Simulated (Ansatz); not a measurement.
FGaH$_{4}$O

```
atom    x (Å)    y (Å)    z (Å)
  Ga  -0.7593  -0.4714  -0.3098
   F  -0.1264  -0.9610   1.3450
   H  -0.5174  -1.5778  -1.3951
   H  -1.8208   0.6896  -0.2039
   H   1.1496   0.1628   0.7195
   O   1.1116   0.6060  -0.1754
   H   0.9628   1.5518   0.0198
```

Method: RKS PBE-D4/def2-SVP (Ansatz).

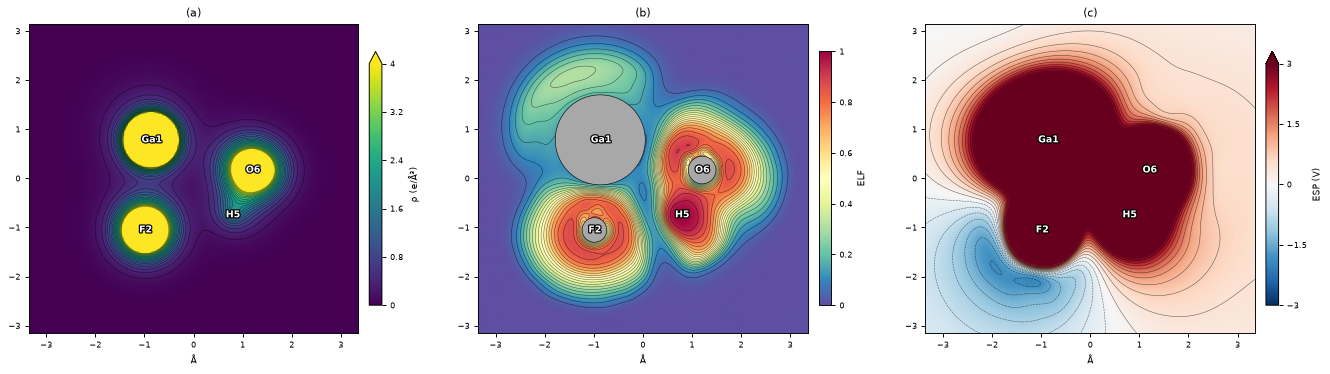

Figure 1. (a) electron density; (b) electron localisation function; (c) electrostatic potential on the plane of atoms F2, Ga1 and O6. Grey discs cover the atomic cores in the ELF map.

> Interpret the plot.

The plane passes through Ga, F, H and O nuclei. Ga–F (1.84 Å): the density is about 0.69 e/Å³ at the midpoint; the ELF peaks at about 0.80 in the valence shell of F, 0.6 Å from its nucleus, and is about 0.15 at the midpoint. Ga–O (2.16 Å): the density is about 0.37 e/Å³ at the midpoint; the ELF peaks at about 0.90 in the valence shell of O, 0.6 Å from its nucleus, and is about 0.20 at the midpoint. O–H (1.00 Å): ρ is about 3.5 e/Å³ halfway; the ELF climbs to about 1 towards the hydrogen, as it does in any bond to H: a covalent bond by its length. The ELF also peaks beside F2, away from the bonds: lone-pair regions. Outside the dense part of the molecule the potential is most negative (−2.0 V) near F2.

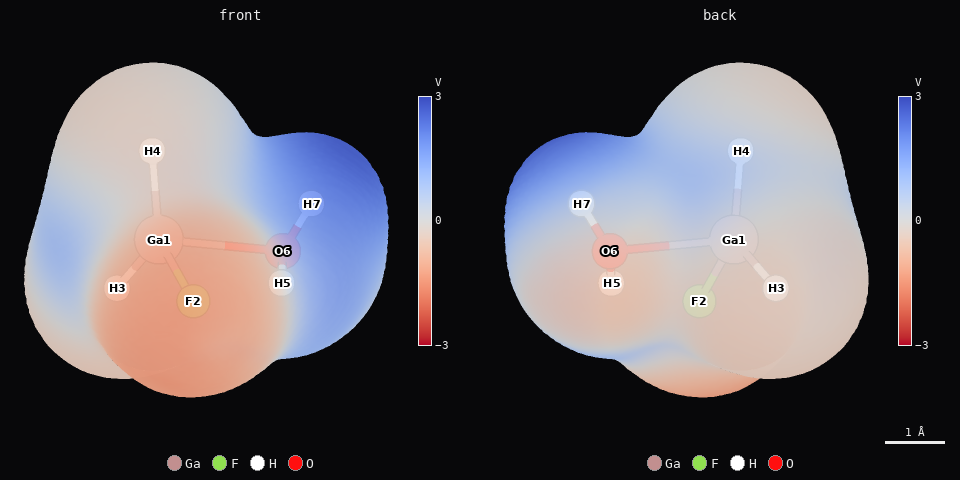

Figure 2. The electrostatic potential painted on the density surface at 0.001 e/bohr³, seen from the front and from behind; red is negative and blue positive.

> Describe the electrostatic potential map.

The most negative region (about −1.4 V, or −32 kcal/mol for a unit charge) lies over F2, the most positive (about +2.6 V, or +60 kcal/mol for a unit charge) over H7.

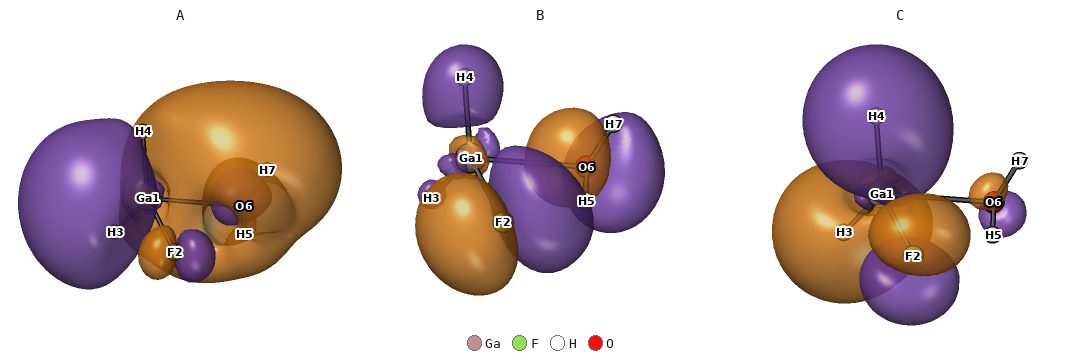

Figure 3. Three frontier orbitals at ±0.06 Å⁻³ᐟ² (orange and purple are the two phases), in no order.

> Which picture is the HOMO−1, the HOMO and the LUMO?

B is the HOMO−1 (−7.85 eV). It lies mainly on F2 (about 65 %) and O6 (about 20 %); largely a lone pair of F2. C is the HOMO (−6.89 eV). By Hirshfeld shares it lies mainly on F2 (about 25 %), Ga1 (about 25 %), H4 (about 25 %) and H3 (about 20 %). A is the LUMO (−0.91 eV). Its weight (Hirshfeld) is mainly on Ga1 (about 55 %), H7 (about 15 %) and O6 (about 15 %).

> What is the HOMO–LUMO gap?

5.98 eV between the orbital energies.
